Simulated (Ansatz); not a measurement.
AlBrCl2···HCl

The calculation's input:

```
crystal:
  periodic: [false, false, false]
  atoms:
    - { symbol: Al, position_ang: [-0.4002, 0.6205, -0.4791] }
    - { symbol: Br, position_ang: [1.9175, -0.9759, -0.5496] }
    - { symbol: Cl, position_ang: [-1.5898, -0.2615, -1.8406] }
    - { symbol: Cl, position_ang: [0.2729, 2.4089, 0.1514] }
    - { symbol: H, position_ang: [0.6547, -1.1241, 0.9804] }
    - { symbol: Cl, position_ang: [-0.8552, -0.6678, 1.7374] }
basis:
  gaussian: { orbitals: def2-SVP }
hamiltonian:
  xc: pbe
  dispersion: d4
relax:
  f_tol: 0.15
  max_steps: 25
  restrain:
    - { distance: [0, 5], at: 3.53, k: 30.0 }
    - { distance: [4, 1], at: 2.81, k: 30.0 }
    - { distance: [0, 1], at: 2.41, k: 30.0 }
    - { distance: [4, 5], at: 1.33, k: 30.0 }
output:
  orbitals: {}
```

Command:

```sh
ansatz run input.yaml --threads 2 --pin off --max-ram 3072MiB --backend cpu --events-out ev --progress --plain --runs-dir out
```

The fields are those of the run's last geometry, not of the input's.

Not at a stationary point (largest force 1.2 eV/Å).

These are results of Ansatz, RKS PBE-D4/def2-SVP, not measurements.

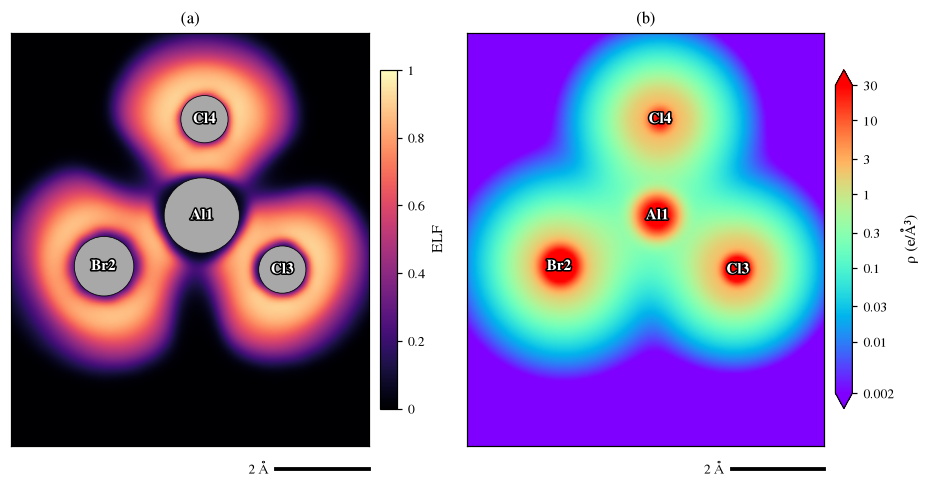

Figure 1. (a) electron localisation function; (b) total electron density on the plane of atoms Br2, Al1 and Cl3. Grey discs cover the atomic cores in the ELF map.

Describe what can be read from this map.

Answer. Atoms in the plane: Al, Br and Cl. Al–Cl (2.09 Å): the density is about 0.71 e/Å³ at the midpoint; the ELF peaks at about 0.85 in the valence shell of Cl, 0.9 Å from its nucleus, and is about 0.80 at the midpoint. Al–Br (2.37 Å): ρ is about 0.54 e/Å³ halfway; the ELF peaks at about 0.85 in the valence shell of Br, 1.2 Å from its nucleus, and is about 0.85 at the midpoint. The ELF also peaks beside Br2, Cl3 and Cl4, away from the bonds: lone-pair regions.

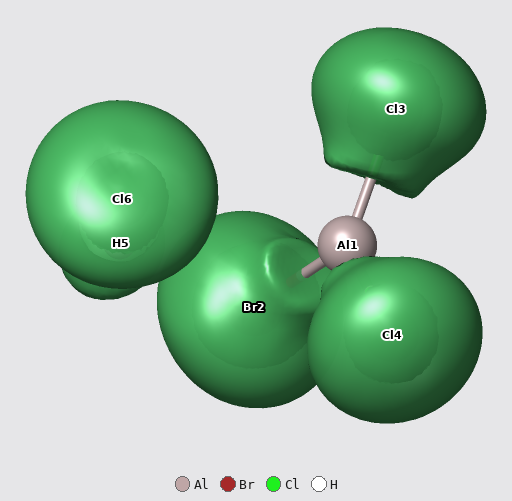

Figure 2. Isosurface of the ELF at 0.75 (green), seen from one side. Only the valence region is drawn (cores and ρ < 0.01 e/Å³ removed).

Where are the electrons localised?

Answer. The ELF exceeds this value in one region on Br in which the atom's valence shell and bonds are merged, two regions on Cl in which the atom's valence shell and bonds are merged and one joined region spread over several atoms (Cl, H), in which their bonds and any lone pairs are merged.


Al1···Cl6 (3.52 Å): the ELF is about 0.10 at the midpoint: a weak contact between the two molecules.

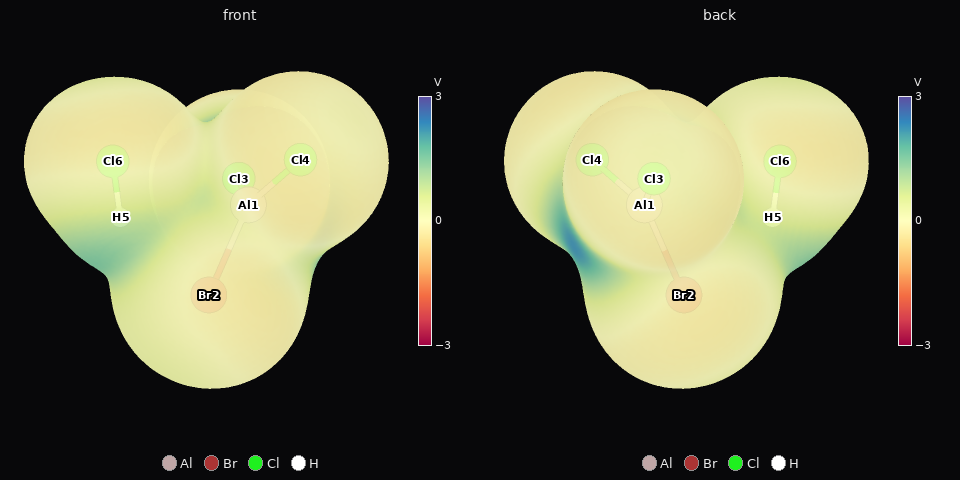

Figure 3. The molecular electrostatic potential painted on the density surface at 0.001 e/bohr³, seen from the front and from behind; red is negative and blue positive.

Describe the electrostatic potential map.

Answer. The most negative region (about −0.2 V) lies over Br2, Cl3, Cl4 and Cl6, the most positive (about +2.1 V) over Al1. Cl6 shows a σ-hole: about +0.4 V at the tip opposite its bond, against about −0.1 V on its flanks.

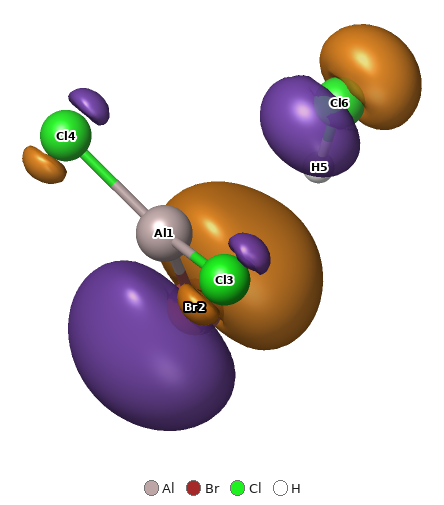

Figure 4. The HOMO−1 at ±0.08 Å⁻³ᐟ² (orange and purple are the two phases), seen at an oblique angle.

Where does this orbital lie, and at what energy?

Answer. Its weight (Hirshfeld) is mainly on Br2 (about 80 %) and Cl6 (about 10 %); largely a lone pair of Br2. Its energy is −7.68 eV.
